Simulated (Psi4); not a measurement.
# A workflow on CH4FSi (SMILES [CH2][SiH2]F), part 1 of 2

Aim: a geometry optimisation (U-r2SCAN/STO-3G), then vibrational wavenumbers, then a single-point energy (UMP2/cc-pVTZ) of CH4FSi. 

The calculation is run with Psi4 1.11.

## (1) Starting point

The species is CH4FSi (7 atoms), meant as a doublet with charge 0. As SMILES, `[CH2][SiH2]F`. The shape is that of a PBE0-D4/def2-TZVP optimisation. This is one conformer, not always the lowest. The run starts from this shape.

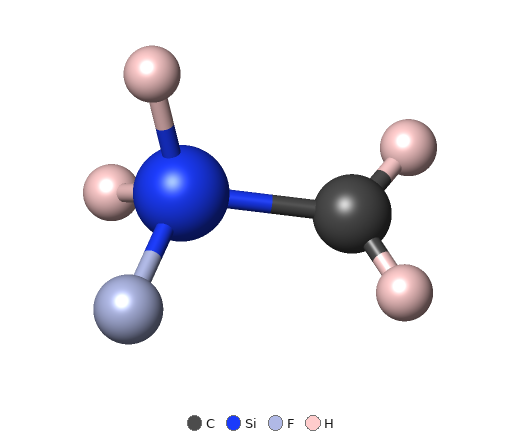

The structure, seen from a chosen angle (carbon dark grey, silicon blue, fluorine light blue, hydrogen pink).

## (2) A structure relaxation at U-r2SCAN/STO-3G (density fitting) (run 1)

Contents of input.inp:

```
memory 1600 MB

molecule m {
  0 2
  C     -0.871900     0.281100    -0.615800
  Si     0.588600    -0.157300     0.392500
  F      0.652600    -1.749500     0.550500
  H     -1.536000    -0.466000    -1.038500
  H     -1.136000     1.310700    -0.837900
  H      0.509900     0.430600     1.755300
  H      1.854000     0.282500    -0.251700
  symmetry c1
}

set {
  basis STO-3G
  reference uks
  geom_maxiter 60
}

optimize("r2scan")
```

The run is started by

```sh
$ psi4 input.inp input.out -n 1
```

input.out:

```text
Psi4 1.11 release

gradient() will perform analytic gradient computation.

   => Loading Basis Set <=

    Name: STO-3G
    Role: ORBITAL
    Keyword: BASIS

         ---------------------------------------------------------
                                   SCF
                              UKS Reference
                        1 Threads,   1525 MiB Core
         ---------------------------------------------------------

  ==> Geometry <==

    Molecular point group: c1
    Full point group: C1

    Geometry (in Angstrom), charge = 0, multiplicity = 2:

       Center              X                  Y                   Z               Mass
    ------------   -----------------  -----------------  -----------------  -----------------
         C           -1.159048606738     0.800018201656    -0.832828707481    12.000000000000
         SI           0.301451393262     0.361618201656     0.175471292519    27.976926534650
         F            0.365451393262    -1.230581798344     0.333471292519    18.998403162730
         H           -1.823148606738     0.052918201656    -1.255528707481     1.007825032230
         H           -1.423148606738     1.829618201656    -1.054928707481     1.007825032230
         H            0.222751393262     0.949518201656     1.538271292519     1.007825032230
         H            1.566851393262     0.801418201656    -0.468728707481     1.007825032230

  Running in c1 symmetry.

  Rotational constants: A =      0.71334  B =      0.24051  C =      0.19196 [cm^-1]
  Rotational constants: A =  21385.41279  B =   7210.30811  C =   5754.82592 [MHz]
  Nuclear repulsion =  107.849747886844682

  Charge       = 0
  Multiplicity = 2
  Electrons    = 33
  Nalpha       = 17
  Nbeta        = 16

  ==> Algorithm <==

  SCF Algorithm Type is DF.
  DIIS enabled.
  MOM disabled.
  Fractional occupation disabled.
  Guess Type is SAD.
  Energy threshold   = 1.00e-08
  Density threshold  = 1.00e-08
  Integral threshold = 1.00e-12

  ==> Primary Basis <==

  Basis Set: STO-3G
    Blend: STO-3G
    Number of shells: 15
    Number of basis functions: 23
    Number of Cartesian functions: 23
    Spherical Harmonics?: true
    Max angular momentum: 1

  ==> DFT Potential <==

   => LibXC <=

    Version 7.1.2

   => Composite Functional: R2SCAN <=

    r2SCAN Meta-GGA XC Functional  (0.1021/acs.jpclett.0c02405)

    Deriv               =              1
    GGA                 =           TRUE
    Meta                =           TRUE

    Exchange Hybrid     =          FALSE
    MP2 Hybrid          =          FALSE

   => Exchange Functionals <=

    1.0000   XC_MGGA_X_R2SCAN

   => Correlation Functionals <=

    1.0000   XC_MGGA_C_R2SCAN

   => LibXC Density Thresholds  <==

    XC_MGGA_C_R2SCAN:  1.00E-15
    XC_MGGA_X_R2SCAN:  1.00E-11

   => Molecular Quadrature <=

    Radial Scheme          =       TREUTLER
    Pruning Scheme         =           NONE
    Nuclear Scheme         =       TREUTLER

    Blocking Scheme        =         OCTREE
    BS radius alpha        =              1
    Pruning alpha          =              1
    Radial Points          =             75
    Spherical Points       =            302
    Total Points           =         150323
    Total Blocks           =           1189
    Max Points             =            256
    Max Functions          =             23
    Weights Tolerance      =       1.00E-15

   => Loading Basis Set <=

    Name: (STO-3G AUX)
    Role: JKFIT
    Keyword: DF_BASIS_SCF

  ==> Integral Setup <==

  DFHelper Memory: AOs need 0.002 GiB; user supplied 0.908 GiB.
  SCF_SUBTYPE=INCORE selected. In-core MEM_DF algorithm will be used.
  Using in-core AOs.

  ==> MemDFJK: Density-Fitted J/K Matrices <==

    J tasked:                   Yes
    K tasked:                    No
    wK tasked:                   No
    Memory [MiB]:               929
    Algorithm:                 Core
    Schwarz Cutoff:           1E-12
    Mask sparsity (%):       1.1342
    Fitting Condition:        1E-10

   => Auxiliary Basis Set <=

  Basis Set: (STO-3G AUX)
    Blend: DEF2-UNIVERSAL-JKFIT
    Number of shells: 112
    Number of basis functions: 352
    Number of Cartesian functions: 417
    Spherical Harmonics?: true
    Max angular momentum: 4

  Cached 100.0% of DFT collocation blocks in 0.210 [GiB].

  Minimum eigenvalue in the overlap matrix is 2.6138284271E-01.
  Reciprocal condition number of the overlap matrix is 1.2577716978E-01.
    Using symmetric orthogonalization.

  ==> Pre-Iterations <==

  SCF Guess: Superposition of Atomic Densities via on-the-fly atomic UHF (no occupation information).

   -------------------------
    Irrep   Nso     Nmo
   -------------------------
     A         23      23
   -------------------------
    Total      23      23
   -------------------------

  ==> Iterations <==

                           Total Energy        Delta E     RMS |[F,P]|

[... 2 lines left out ...]
   @DF-UKS iter   2:  -424.39265101350435    9.65566e-04   1.10539e-02 ADIIS/DIIS
[... 2 lines left out ...]
   @DF-UKS iter   5:  -424.43843836784509   -8.17957e-05   1.03992e-04 ADIIS/DIIS
[... 2 lines left out ...]
   @DF-UKS iter   8:  -424.43844462918889   -1.24783e-08   6.13462e-07 DIIS
[... 2 lines left out ...]
   @DF-UKS iter  11:  -424.43844462954377   -9.09495e-13   4.74973e-09 DIIS
[... 10 lines left out ...]
   @S^2 Expected:                7.500000000E-01
[... 2 lines left out ...]
   @S   Observed:                5.000000000E-01
[... 44 lines left out ...]
    Nuclear Repulsion Energy =            107.8497478868446819
[... 2 lines left out ...]
    DFT Exchange-Correlation Energy =     -38.4912218765931158
[... 2 lines left out ...]
    Total Energy =                       -424.4384446295437670
[... 25 lines left out ...]
 Dipole Z            :          1.4079583           -1.4740759           -0.0661176
[... 129 lines left out ...]
	Measures of convergence in internal coordinates in au.
[... 93 lines left out ...]
    Weights Tolerance      =       1.00E-15
[... 42 lines left out ...]
   @DF-UKS iter   1:  -424.44084953563532   -3.99509e-04   4.75656e-04 ADIIS/DIIS
[... 2 lines left out ...]
   @DF-UKS iter   4:  -424.44097641489981   -7.22369e-07   1.04077e-05 DIIS
[... 2 lines left out ...]
   @DF-UKS iter   7:  -424.44097646711992   -4.86807e-10   2.27251e-07 DIIS
[... 2 lines left out ...]
  Energy and wave function converged.
[... 10 lines left out ...]
   @S^2 Observed:                7.571883743E-01
[... 3 lines left out ...]
    Final Occupation by Irrep:
[... 11 lines left out ...]
    One-Electron Energy =                -802.7934641709557582
[... 2 lines left out ...]
    Empirical Dispersion Energy =           0.0000000000000000
[... 25 lines left out ...]
 Dipole X            :          1.7364704           -1.7757247           -0.0392543
[... 46 lines left out ...]
    Weights Tolerance      =       1.00E-15
[... 58 lines left out ...]
	   Step    Total Energy     Delta E     Max Force     RMS Force      Max Disp      RMS Disp
[... 97 lines left out ...]
                           Total Energy        Delta E     RMS |[F,P]|
[... 3 lines left out ...]
   @DF-UKS iter   2:  -424.44109571992249   -2.72760e-06   1.12028e-04 ADIIS/DIIS
[... 2 lines left out ...]
   @DF-UKS iter   5:  -424.44110095075467   -1.44515e-08   6.76073e-07 DIIS
[... 2 lines left out ...]
   @DF-UKS iter   8:  -424.44110095093470    1.13687e-13   2.69495e-09 DIIS
[... 10 lines left out ...]
   @S^2 Expected:                7.500000000E-01
[... 2 lines left out ...]
   @S   Observed:                5.000000000E-01
[... 12 lines left out ...]
    Nuclear Repulsion Energy =            106.5679842948281788
[... 2 lines left out ...]
    DFT Exchange-Correlation Energy =     -38.4789852441872426
[... 2 lines left out ...]
    Total Energy =                       -424.4411009509346968
[... 25 lines left out ...]
 Dipole Z            :          1.4817506           -1.5250321           -0.0432815
[... 98 lines left out ...]
	Measures of convergence in internal coordinates in au.
[... 82 lines left out ...]
    Weights Tolerance      =       1.00E-15
[... 22 lines left out ...]
   @DF-UKS iter   1:  -424.44109836408825    2.12805e-04   4.55359e-05 DIIS
[... 2 lines left out ...]
   @DF-UKS iter   4:  -424.44109925254895   -3.94675e-09   5.82134e-07 DIIS
[... 2 lines left out ...]
   @DF-UKS iter   7:  -424.44109925269447   -3.41061e-13   4.40099e-09 DIIS
[... 10 lines left out ...]
   @S^2 Expected:                7.500000000E-01
[... 2 lines left out ...]
   @S   Observed:                5.000000000E-01
[... 44 lines left out ...]
    Nuclear Repulsion Energy =            106.5649861259897477
[... 2 lines left out ...]
    DFT Exchange-Correlation Energy =     -38.4794909599737380
[... 2 lines left out ...]
    Total Energy =                       -424.4410992526944710
[... 10 lines left out ...]
Computation Completed

Properties will be evaluated at   0.000000,   0.000000,   0.000000 [a0]

Properties computed using the SCF density matrix

 Multipole Moments:

 ------------------------------------------------------------------------------------
     Multipole            Electronic (a.u.)      Nuclear  (a.u.)        Total (a.u.)
 ------------------------------------------------------------------------------------

 L = 1.  Multiply by 2.5417464519 to convert [e a0] to [Debye]
 Dipole X            :          1.7194356           -1.7602527           -0.0408172
 Dipole Y            :         -4.4856988            4.7159325            0.2302338
 Dipole Z            :          1.4782656           -1.5224559           -0.0441902
 Magnitude           :                                                    0.2379630

 ------------------------------------------------------------------------------------

	total time  =          6 seconds =       0.10 minutes

         ------------------------------------------------------------
                                   SCF GRAD
         ------------------------------------------------------------

  ==> Geometry <==

    Molecular point group: c1
    Full point group: C1

    Geometry (in Angstrom), charge = 0, multiplicity = 2:

       Center              X                  Y                   Z               Mass
    ------------   -----------------  -----------------  -----------------  -----------------
         C           -1.165128487885     0.821889020972    -0.839350950326    12.000000000000
         SI           0.305637610899     0.368811465268     0.177639067229    27.976926534650
         F            0.366283125561    -1.261312789291     0.336953152210    18.998403162730
         H           -1.837708786228     0.073935542867    -1.267609653611     1.007825032230
         H           -1.429877062268     1.858679217574    -1.059979714730     1.007825032230
         H            0.221785416757     0.982283213976     1.495561511437     1.007825032230
         H            1.529611039767     0.837786513176    -0.457040702349     1.007825032230

  Nuclear repulsion =  106.564986125989748

   => Molecular Quadrature <=

    Radial Scheme          =       TREUTLER
    Pruning Scheme         =           NONE
    Nuclear Scheme         =       TREUTLER

    Blocking Scheme        =         OCTREE
    BS radius alpha        =              1
    Pruning alpha          =              1
    Radial Points          =             75
    Spherical Points       =            302
    Total Points           =         150290
    Total Blocks           =           1187
    Max Points             =            256
    Max Functions          =             22
    Weights Tolerance      =       1.00E-15

  -Total Gradient:
     Atom            X                  Y                   Z
    ------   -----------------  -----------------  -----------------
       1        0.000071327729    -0.000440633048     0.000080651553
       2        0.000100310664    -0.000649580028     0.000125167998
       3       -0.000116321279    -0.000636631042    -0.000017890922
       4        0.000031876545    -0.000296838850     0.000053731064
       5        0.000256337436    -0.000459388955     0.000188926830
       6        0.000109218351    -0.000781542239     0.000098119870
       7        0.000076507104    -0.000779013373     0.000149838080

	total time  =          1 seconds =       0.02 minutes

    			-----------------------------------------

    			 OPTKING 3.0: for geometry optimizations

    			        with contributions from

    			-----------------------------------------

	                            ===> Fragment 1 <==

	 Z (Atomic Numbers)          Masses                          Geom
	       6.000000            12.000000         -2.20177374  1.55314516 -1.58614342
	      14.000000            27.976927          0.57757138  0.69695266  0.33568919
	       9.000000            18.998403          0.69217479 -2.38353573  0.63674917
	       1.000000             1.007825         -3.47276630  0.13971793 -2.39543508
	       1.000000             1.007825         -2.70207604  3.51239468 -2.00307136
	       1.000000             1.007825          0.41911370  1.85624625  2.82620166
	       1.000000             1.007825          2.89054594  1.58318706 -0.86368176

	 - Coordinate -           - BOHR/RAD -       - ANG/DEG -
	 R(1,2)           =         3.485867           1.844641
	 R(1,4)           =         2.065951           1.093254
	 R(1,5)           =         2.064653           1.092567
[... 17 lines of this table left out ...]
	 D(5,1,2,7)       =        -1.070889         -61.357448

	        --- Internal Coordinate Step in ANG or DEG, aJ/ANG or AJ/DEG ---
	-------------------------------------------------------------------------------
	           Coordinate      Previous         Force          Change          New
	           ----------      --------        ------          ------        ------
	               R(1,2)       1.84464       -0.00014       -0.00005       1.84459
	               R(1,4)       1.09325        0.00022        0.00004       1.09329
	               R(1,5)       1.09257        0.00056        0.00010       1.09267
[... 17 lines of this table left out ...]
	           D(5,1,2,7)     -61.35745        0.00000       -0.02880     -61.38625
	-------------------------------------------------------------------------------

	                                 ==> Convergence Check <==

	Measures of convergence in internal coordinates in au.

	Criteria marked as inactive (o), active & met (*), and active & unmet ( ).

	----------------------------------------------------------------------------------------------
	   Step    Total Energy     Delta E     Max Force     RMS Force      Max Disp      RMS Disp
	----------------------------------------------------------------------------------------------
	  Convergence Criteria     1.00e-06 *    3.00e-04 *             o    1.20e-03 *             o
	----------------------------------------------------------------------------------------------
	     4    -424.44109925    1.70e-06      6.80e-05 *    2.86e-05 o    6.06e-04 *    2.81e-04 o  ~
	----------------------------------------------------------------------------------------------

Next Geometry in Ang
	Fragment 1 (Ang)

	    C  -1.1650633185   0.8219511900  -0.8393554094
	   Si   0.3056348852   0.3687969034   0.1776055108
	    F   0.3660255222  -1.2613950015   0.3369501924
	    H  -1.8373646231   0.0737575999  -1.2677251734
	    H  -1.4302036026   1.8587966676  -1.0597513250
	    H   0.2218388312   0.9824706158   1.4955451285
	    H   1.5297351622   0.8376942092  -0.4570962141

    Final optimized geometry and variables:
    Molecular point group: c1
    Full point group: C1

    Geometry (in Angstrom), charge = 0, multiplicity = 2:

    C           -1.165128487885     0.821889020972    -0.839350950326
    SI           0.305637610899     0.368811465268     0.177639067229
    F            0.366283125561    -1.261312789291     0.336953152210
    H           -1.837708786228     0.073935542867    -1.267609653611
    H           -1.429877062268     1.858679217574    -1.059979714730
    H            0.221785416757     0.982283213976     1.495561511437
    H            1.529611039767     0.837786513176    -0.457040702349

    Psi4 run time: 0:00:32.18

[set-up sections that repeat, and orbital energies of the middle runs, are left out above]
```

Standard output:

```text
Optimizer: Optimization complete!
```

Run time: 34 s. Hardware: 1 thread of AMD EPYC 7B13 (Zen 3), shared host; peak memory 0.46 GiB.

Step by step:

```
step  energy from the first frame kept (eV)  largest force (eV/Å)
   0                                 0.0000                1.7174
   1                                -0.0689                0.3024
   2                                -0.0723                0.1483
   3                                -0.0722                0.0410
```

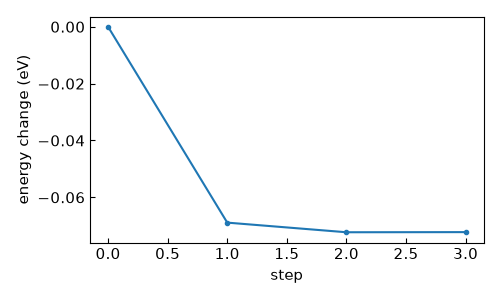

Energy along the run.

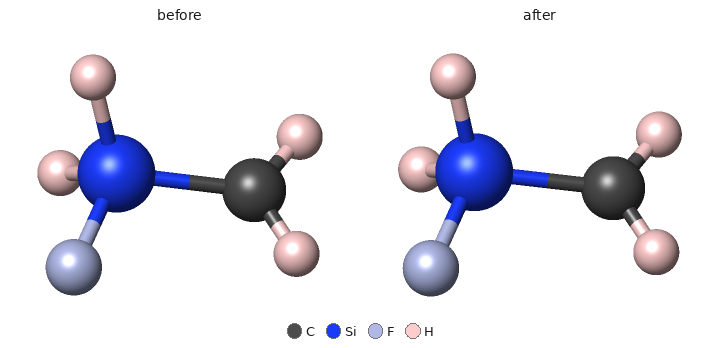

Before and after, at one scale.

After the run. Bond lengths: C1–Si2 1.845 Å, Si2–F3 1.639 Å, C1–H4 1.093 Å, C1–H5 1.093 Å, Si2–H6 1.456 Å, Si2–H7 1.456 Å. Angles: C1–Si2–F3 109.1°, C1–Si2–H6 110.5°, C1–Si2–H7 110.5°, F3–Si2–H6 109.5°, F3–Si2–H7 109.4°, Si2–C1–H4 122.6°, Si2–C1–H5 122.5°, H6–Si2–H7 107.9°, H4–C1–H5 114.9°.

(Continued in part 2 of 2.)
